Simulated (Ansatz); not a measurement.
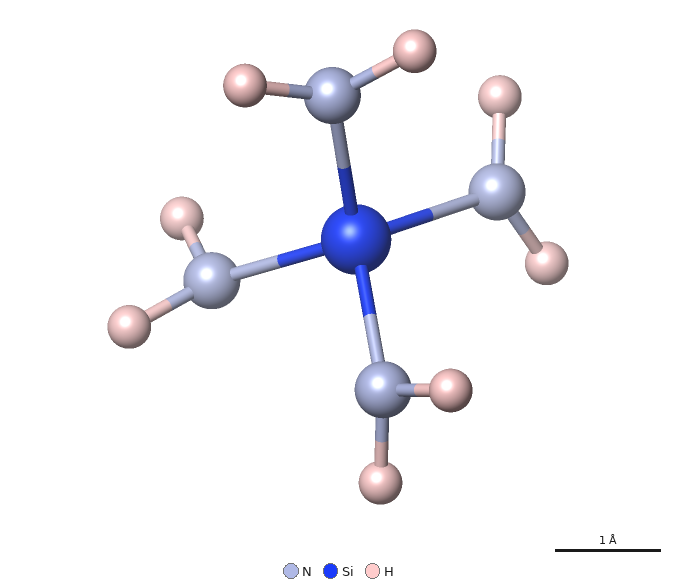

Ball-and-stick drawing of a structure. Every bond is drawn as one stick, whatever its order.

Which formula does it have?

H8N4Si, 13 atoms: 8 hydrogen, 4 nitrogen and 1 silicon.

Describe its rings.

It has no ring.

What is the point group of this geometry?

S4.

How many sets of symmetry-equivalent atoms are there?

4: 4 N, 1 Si, 4 H, 4 H.

The parts below concern this one geometry. Atoms keep their numbers from picture to picture. Computed geometry: PBE0-D4/def2-TZVP optimisation.

## Shape

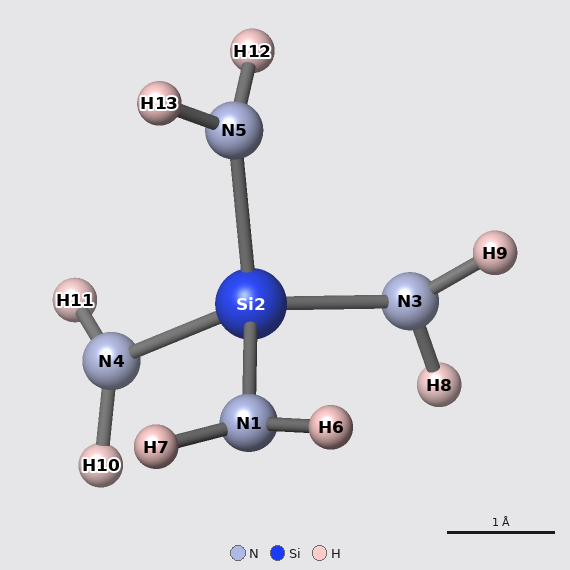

Atoms carry their numbers in the input.

Estimate the angles N1–Si2–N3, Si2–N1–H7, Si2–N1–H6.

```
    angle  degrees
N1–Si2–N3    113.2
Si2–N1–H7    119.9
Si2–N1–H6    120.2
```

## Electronic properties

Properties computed with RKS PBE-D4/def2-TZVPP (Ansatz 0.2.0).

Computed properties:

- HOMO energy (Kohn–Sham orbital): −5.23 eV
- LUMO energy (Kohn–Sham orbital): 0.03 eV
- HOMO–LUMO gap: 5.26 eV
- dispersion correction: −27.5 kJ/mol

## Vibrations

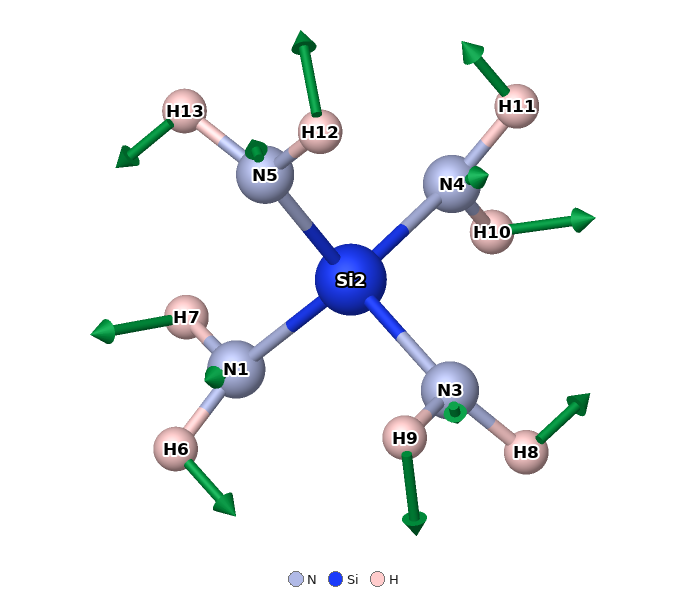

The arrows show one normal mode. Harmonic vibrations computed with RKS PBE0-D4/def2-TZVP (Ansatz 0.2.0) at a stationary point of the same level.

At what wavenumber does it lie?

211 cm⁻¹; it is mode 2 of 33 counted from the lowest.

## Charges

The questions are on Mulliken charges. Method: RKS PBE0-D4/def2-TZVP (Ansatz 0.2.0).

List the Mulliken charges.

```json
{"atom": "N1", "value (e)": "−0.62"}
{"atom": "Si2", "value (e)": "0.64"}
{"atom": "N3", "value (e)": "−0.62"}
{"atom": "N4", "value (e)": "−0.62"}
{"atom": "N5", "value (e)": "−0.62"}
{"atom": "H6", "value (e)": "0.23"}
{"atom": "H7", "value (e)": "0.23"}
{"atom": "H8", "value (e)": "0.23"}
{"atom": "H9", "value (e)": "0.23"}
{"atom": "H10", "value (e)": "0.23"}
{"atom": "H11", "value (e)": "0.23"}
{"atom": "H12", "value (e)": "0.23"}
{"atom": "H13", "value (e)": "0.23"}
```

## Thermal motion

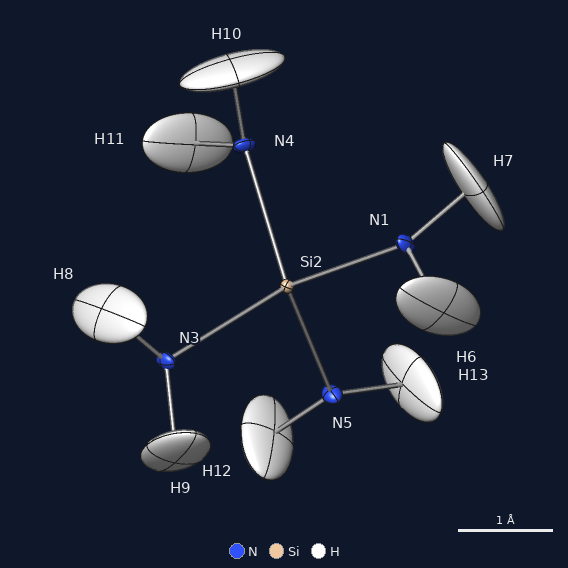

Displacement ellipsoids at the 50 % level, from the internal vibrations of the free molecule (harmonic, no overall translation or rotation; no half-axis is drawn under 0.075 Å). Vibrations computed with RKS PBE0-D4/def2-TZVP (Ansatz 0.2.0). Temperature: 600 K.

Which atom has the largest mean-square displacement?

H6, H8, H11, H13, with U_eq = 0.0693 Å².

Does H11 move more along its bond or across it?

Across it: the root-mean-square amplitude is 0.092 Å along the bond and up to 0.395 Å across, since bending and torsion are softer than stretching.

Give the displacement parameters, one line for each set of equivalent atoms.

```tsv
atom	U_eq (Å²)	rms amplitudes (Å)
N1, N3, N4, N5	0.0053	0.051, 0.069, 0.093
Si2	0.0015	0.038, 0.040, 0.040
H6, H8, H11, H13	0.0693	0.088, 0.210, 0.395
H7, H9, H10, H12	0.0659	0.090, 0.213, 0.380
```

Mulliken values depend strongly on the basis set and can even reverse the polarity of a bond.
